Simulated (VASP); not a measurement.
Band structure of TeWO$_{6}$ (space group Fm-3m). Level of theory: LDA (Ceperley-Alder, Perdew-Zunger), VASP's LDA PAW potentials (set 64) (plane waves; VASP).

Unless said otherwise, spin-orbit coupling is left out, though it shifts the bands of the heavy elements here.

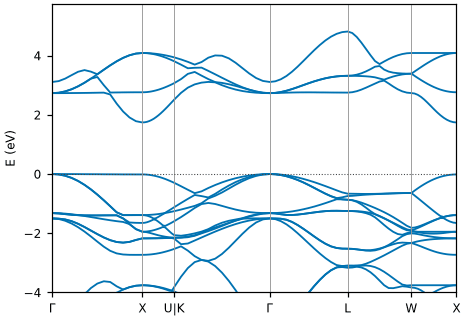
Bands along high-symmetry lines, zero at the valence-band maximum or, without a gap, the Fermi level

Read the plot: is there a gap, and where are the band edges?

The gap is indirect, 1.74 eV, from the valence maximum at Γ to the conduction minimum at X. (Edges off the drawn lines would not show.)

The structure comes from a computed database's TeWO6 entry (Fm-3m); how it stands against other phases isn't given here. It was relaxed first.
